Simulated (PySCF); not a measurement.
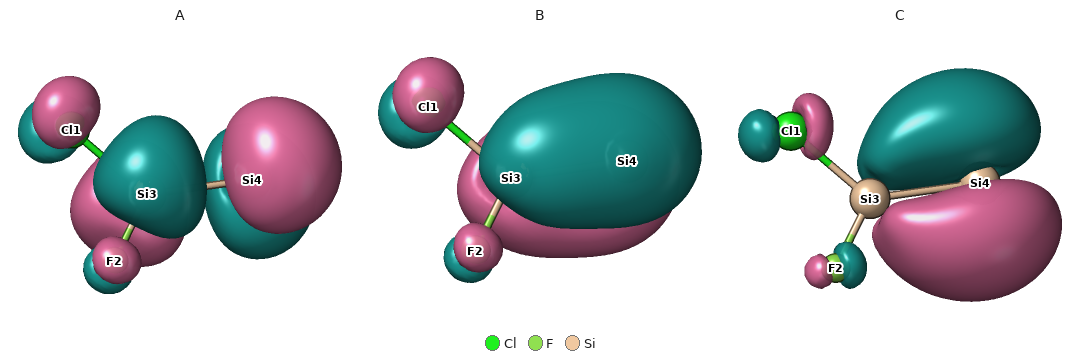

The picture shows: ClFSi$_{2}$ (SMILES F[Si](=[Si])Cl) (triplet). Three frontier orbitals at ±0.08 Å⁻³ᐟ² (teal and pink are the two phases), in no order.

Geometry: PBE0-D3(BJ)/pcseg-1.

All numbers below come from PySCF 2.14.0, Gaussian-basis quantum chemistry of an isolated molecule with PySCF, energy and nuclear gradient, functional PBE0.

```tsv
atom	x (Å)	y (Å)	z (Å)
Cl	1.4717	-3.1190	2.4724
F	0.1140	-2.2531	0.0628
Si	1.2188	-1.6291	1.0820
Si	2.2158	0.4125	0.9367
```

### Which picture is the HOMO−1, the HOMO and the LUMO? All are α orbitals.

B is the HOMO−1 (α) (−6.67 eV). By Hirshfeld shares it lies mainly on Si4 (about 55 %) and Si3 (about 35 %); it changes sign across the molecular plane (π type); π-bonding across Si3–Si4. C is the HOMO (α) (−6.17 eV). By Hirshfeld shares it lies mainly on Si4 (about 75 %) and Si3 (about 20 %); it is symmetric in the molecular plane (an in-plane orbital: σ, lone-pair or in-plane π type). A is the LUMO (α) (−2.14 eV). It lies mainly on Si4 (about 45 %), Si3 (about 40 %) and Cl1 (about 10 %); it changes sign across the molecular plane (π type); π-antibonding (a node) across Si3–Si4.

### What is the gap between the highest occupied and lowest empty α orbitals?

4.03 eV between the orbital energies.
